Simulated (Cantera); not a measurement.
A closed system holds: 1 mol TEOS, 2.7 mol O₃, 180 mol N₂, 0.46 mol H₂O, equilibrated at 0.600 Torr.

Method: chemical equilibrium by Gibbs-energy minimisation in Cantera with the NASA 1993 tables (ideal gas, pure condensed phases). Candidate condensed phases: C, C₆H₆, C₇H₈, C₈H₁₈, H₂O, Si, SiC, SiO₂, Si₂N₂O, Si₃N₄; 151 gas species. The feed counts by its element totals alone. The tables hold silica as quartz up to 1696 K and as liquid above; real silica turns to tridymite and cristobalite and melts near 1996 K. Rates play no part.

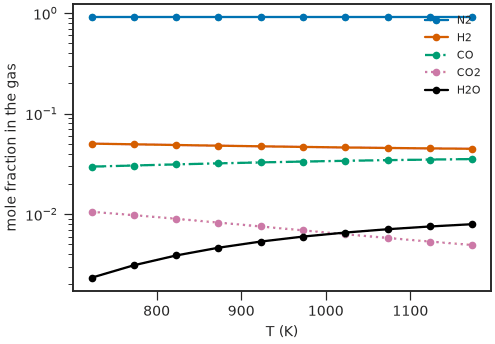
*Equilibrium gas composition (values under 1e-9 drawn at 1e-9)*

From 723 K to 823 K the condensed part is SiO₂(α-quartz). From 873 K to 1173 K the condensed part is SiO₂(β-quartz).
